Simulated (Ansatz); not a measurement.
Single-point calculation of CH4FGeN

- system: CH4FGeN, SMILES N=[C](F)[GeH3]
- method: RKS B3LYP-D4/def2-TZVPP (Ansatz 0.2.0)

The geometry comes from this level: PBE0-D4/def2-TZVP. Figures and captions count atoms from 1; the log counts them from 0 in places.

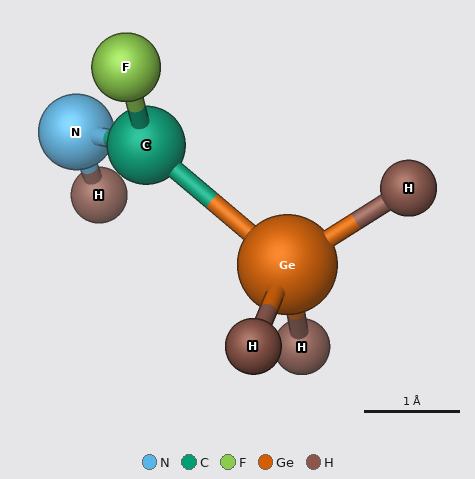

The input geometry (ball-and-stick view, seen at a tilt). Sticks mark near contacts.

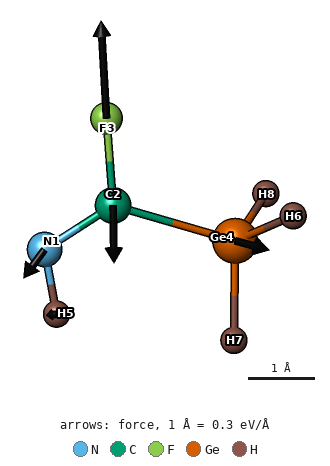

Forces on the atoms as black arrows (ball-and-stick view, seen at a tilt; atoms are numbered from 1 in the order of the input); the smallest are left out. The largest act on F3 (0.46 eV/Å); C2 (0.27 eV/Å); Ge4 (0.17 eV/Å); N1 (0.17 eV/Å). The geometry is not a stationary point of this energy.

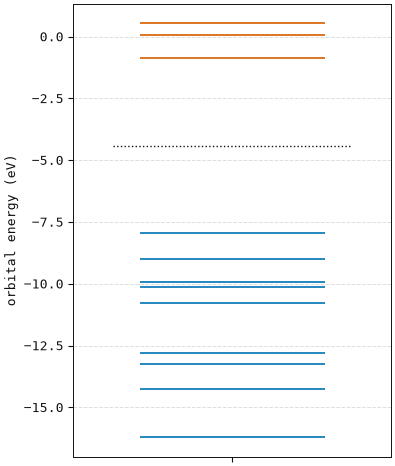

Orbital energies near the frontier; the dotted line parts filled from empty levels, and levels within 0.02 eV of each other stand side by side. Highest filled −7.96 eV, lowest empty −0.86 eV, 7.10 eV apart.

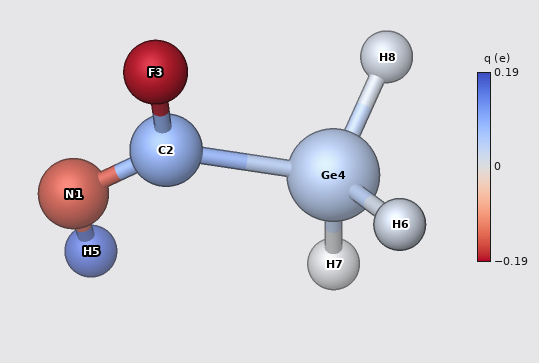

Mulliken charges, as the colour of each atom (ball-and-stick view, seen at a tilt; atoms are numbered from 1 in the order of the input). By element: N −0.15, C +0.09, F −0.18, Ge +0.05 and H 0.00 to +0.16 e.

The input that produced these results follows, with the program's output.

## Input
```yaml
crystal:
  periodic: [false, false, false]
  atoms:
    - {symbol: N, position_ang: [1.895869, 0.222254, -0.348528]}
    - {symbol: C, position_ang: [0.908058, 0.027267, 0.385604]}
    - {symbol: F, position_ang: [1.137380, -0.127061, 1.702377]}
    - {symbol: Ge, position_ang: [-1.019876, -0.103784, -0.035486]}
    - {symbol: H, position_ang: [1.617199, 0.325378, -1.319862]}
    - {symbol: H, position_ang: [-1.766230, 1.006927, 0.710324]}
    - {symbol: H, position_ang: [-1.149662, 0.071557, -1.553948]}
    - {symbol: H, position_ang: [-1.530739, -1.479638, 0.403720]}
basis:
  gaussian: {orbitals: def2-TZVPP}
hamiltonian: {xc: {name: B3LYP}, dispersion: d4}
output: {forces: true, orbitals: {seedname: orbitals}}
```

## What the program printed
```
Functional definition: B3LYP
  name "B3LYP"
  cite "Stephens, Devlin, Chabalowski & Frisch, J. Phys. Chem. 98, 11623 (1994) doi:10.1021/j100096a001"
  cite "Becke, Phys. Rev. A 38, 3098 (1988) doi:10.1103/PhysRevA.38.3098"
  cite "Lee, Yang & Parr, Phys. Rev. B 37, 785 (1988) doi:10.1103/PhysRevB.37.785"
  cite "Vosko, Wilk & Nusair, Can. J. Phys. 58, 1200 (1980) doi:10.1139/p80-159"
  parameter a0 = 0.2
  parameter ax = 0.72
  parameter ac = 0.81
  exchange = (1 - a0 - ax)*slater_x + ax*b88_x + a0*exact_x
  correlation = (1 - ac)*vwn_rpa_c + ac*lyp_c
1116 factors; their error is unknown
mean field evaluation 1: about -61823.5229 eV, gradient 6.0e1 eV
mean field evaluation 2: about -61807.2452 eV, gradient 1.0e2 eV
mean field evaluation 4: about -61829.7530 eV, gradient 8.9e0 eV
mean field evaluation 8: about -61829.8886 eV, gradient 1.7e-1 eV
mean field evaluation 16: about -61830.1142 eV, gradient 8.0e-5 eV
mean field -61830.11416520 eV, -2272.2147856146 hartree, gradient 1.6e-5 eV, S^2 0.000000; 0 other end points of the search recorded, 0 dependent functions left out
the calculation of the forces begins
reference -61830.11439836 eV, -2272.2147941829 hartree; 29, 29 occupied and 168, 168 virtual orbitals, 1116 factors
Total energy: -61830.33577293 eV, -2272.2229295482 hartree
Atom 0 at     1.895869     0.222254    -0.348528 Å, force     0.086329     0.027152    -0.139541 eV/Å
Atom 1 at     0.908058     0.027267     0.385604 Å, force    -0.030034     0.032809    -0.266560 eV/Å
Atom 2 at     1.137380    -0.127061     1.702377 Å, force     0.069188    -0.052533     0.446999 eV/Å
Atom 3 at    -1.019876    -0.103784    -0.035486 Å, force    -0.164747    -0.012428    -0.033830 eV/Å
Atom 4 at     1.617199     0.325378    -1.319862 Å, force     0.049465     0.005501    -0.009260 eV/Å
Atom 5 at    -1.766230     1.006927     0.710324 Å, force    -0.003828     0.001914     0.001918 eV/Å
Atom 6 at    -1.149662     0.071557    -1.553948 Å, force    -0.003086     0.000409    -0.000274 eV/Å
Atom 7 at    -1.530739    -1.479638     0.403720 Å, force    -0.003287    -0.002823     0.000547 eV/Å
Dipole moment:    -0.522529    -0.005802    -0.336091 e Å
```

## Results in brief

```json
{"quantity": "outcome", "value": "converged"}
{"quantity": "total energy", "value": "−61830.3358 eV"}
{"quantity": "mean-field energy", "value": "−61830.1144 eV"}
{"quantity": "dispersion energy", "value": "−0.2214 eV"}
{"quantity": "SCF solution under orbital rotations", "value": "stable"}
{"quantity": "HOMO", "value": "−7.96 eV"}
{"quantity": "LUMO", "value": "−0.86 eV"}
{"quantity": "largest force (length of the vector)", "value": "0.455 eV/Å"}
{"quantity": "dipole moment", "value": "2.98 D"}
{"quantity": "hardware", "value": "4 CPU threads, shared host"}
{"quantity": "wall time", "value": "1.7 s (CPU time 6 s)"}
{"quantity": "peak memory", "value": "0.45 GiB"}
```
